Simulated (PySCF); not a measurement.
## Electronic structure of C4H8O2Si in real space

Input

```
{"job": {"xc": "wB97X-D", "basis": "pcSseg-1", "solvent": "chloroform", "kind": "nmr", "pop": true}, "charge": 0, "multiplicity": 1}
C      2.518455     0.671592    -0.033318
C      1.990735    -0.514653     0.293595
Si     0.220980    -0.638516     0.827841
O     -0.750843    -1.413605    -0.301733
C     -1.882031    -0.609215    -0.568939
C     -1.476343     0.848976    -0.314794
O     -0.552455     0.850794     0.757578
H      1.916118     1.586899     0.000128
H      3.564249     0.782914    -0.341252
H      2.628035    -1.407974     0.262084
H      0.094160    -1.239843     2.183138
H     -2.208116    -0.763066    -1.609572
H     -2.718051    -0.899444     0.095463
H     -1.003142     1.279975    -1.216960
H     -2.346165     1.473155    -0.055169
```

Run with:

```sh
OMP_NUM_THREADS=1 python ens_run.py task.json out
```

Geometry: PBE0-D3(BJ)/def2-SVP.

Theory: PySCF 2.14.0, wB97X-D/pcSseg-1, SCF density, in a chloroform solvent model, non-relativistic.

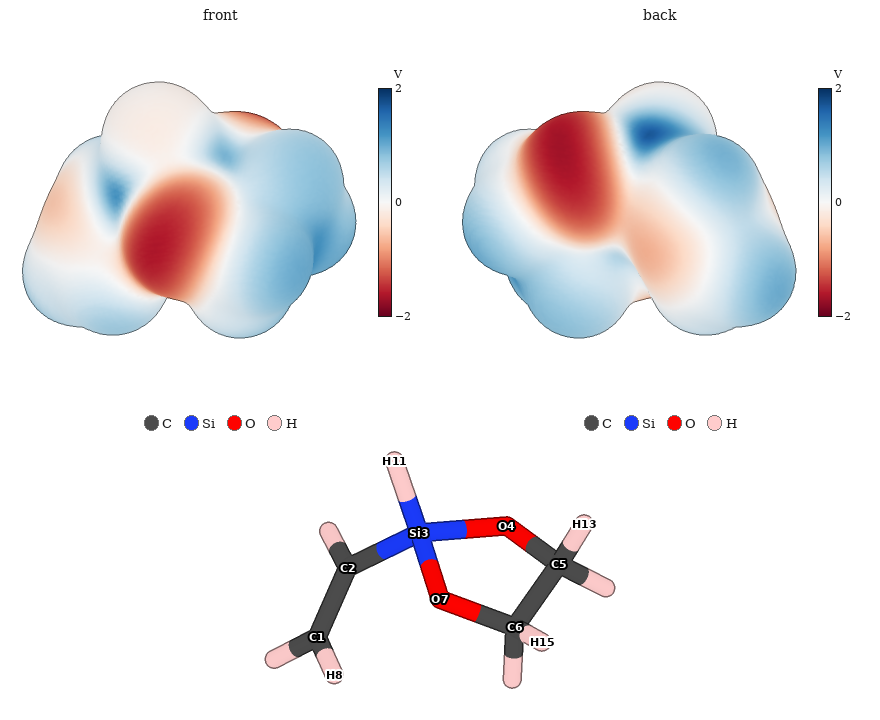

Figure 1. The molecular electrostatic potential painted on the density surface at 0.002 e/bohr³, seen from the front and from behind; red is negative and blue positive. The bare structure is drawn below in the same view.

### Which sites attract a positive test charge, and which a negative one?

A positive charge is drawn to the negative regions and a negative charge to the positive ones. The most negative region (about −1.7 V) lies over O4, the most positive (about +1.4 V) over Si3. O4 is the likeliest acceptor of a hydrogen bond.

### How polar is the molecule by this calculation?

Its dipole moment is 1.25 D.

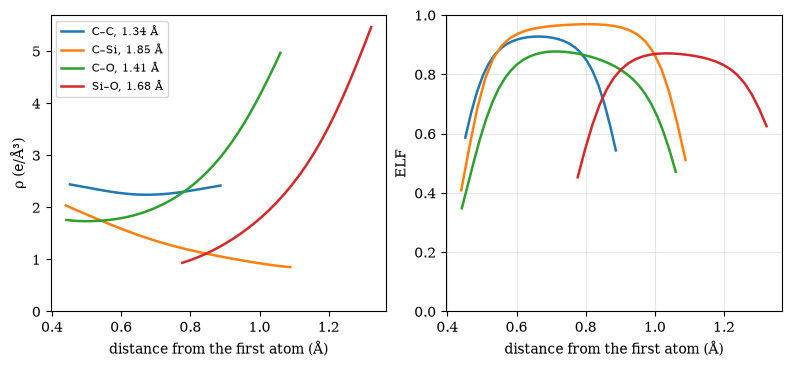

Figure 2. Total electron density and ELF along straight lines between neighbouring atoms. The curves leave out the atomic cores.

### Compare the contacts.

C–C (1.34 Å): ρ at the midpoint is about 2.2 e/Å³; the ELF peaks at about 0.95 between the atoms: a short, multiple covalent bond.
C–Si (1.85 Å): ρ at the midpoint is about 1 e/Å³; the ELF peaks at about 0.95 between the atoms; a covalent bond.
C–O (1.41 Å): the density is about 2 e/Å³ at the midpoint, with its minimum of 1.7 e/Å³ about 0.5 Å from C; the ELF peaks at about 0.90 between the atoms (a polar covalent bond).
Si–O (1.68 Å): the density is about 1.1 e/Å³ at the midpoint; the ELF peaks at about 0.85 between the atoms; a polar covalent bond.
